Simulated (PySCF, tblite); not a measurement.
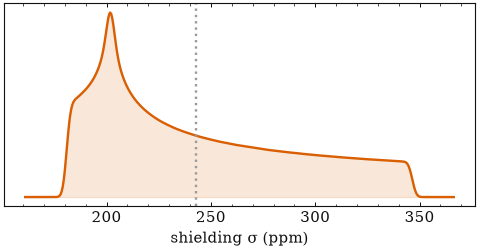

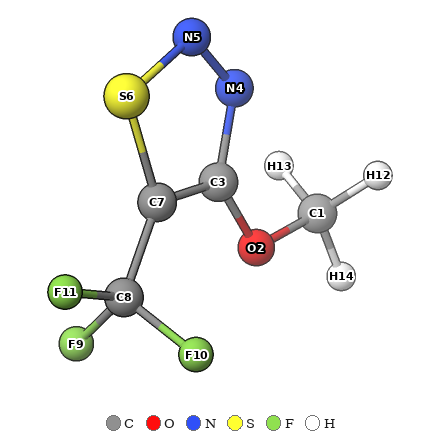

Static powder pattern (¹⁹F) from GIAO shielding tensors of C₄H₃F₃N₂OS, SMILES COc1nnsc1C(F)(F)F, PBE0/pcSseg-1, PySCF, at a GFN2-xTB geometry (a minimum by its frequencies); absolute shielding, one fixed geometry of the isolated molecule without any motion, no dipolar terms. The dotted line is the isotropic value; skew is 3(σiso − σ22)/span.

The pattern belongs to F11. Give the principal values, span and skew.

Answer. F11: σ11, σ22, σ33 = 181, 202, 346 ppm, isotropic 243, span 166 ppm, skew 0.75.

Known limits of this run: the tight-binding geometry is rougher than a DFT one and adds to the error; one conformer of a flexible molecule.
